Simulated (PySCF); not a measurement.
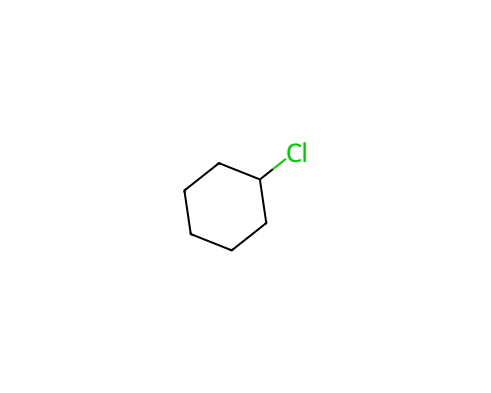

The geometry was computed by an optimisation with PBE0-D3(BJ)/def2-SVP. No frequency run is at hand to confirm it as a minimum. Program: PySCF 2.14.0.

At this fixed geometry, give HOMO energy (eV), HOMO–LUMO gap (eV), dipole (D) at these levels: PBE0/aug-cc-pVDZ; PBE0/cc-pVDZ; PBE0/def2-SVP; PBE0/def2-TZVP; PBE0/pcSseg-0.

```
           level  HOMO energy (eV)  HOMO–LUMO gap (eV)  dipole (D)
PBE0/aug-cc-pVDZ             −8.09                7.91        2.19
    PBE0/cc-pVDZ             −7.98                9.20        2.08
   PBE0/def2-SVP             −7.95                9.33        1.93
  PBE0/def2-TZVP             −8.06                8.98        2.10
   PBE0/pcSseg-0             −8.10                9.36        2.37
```
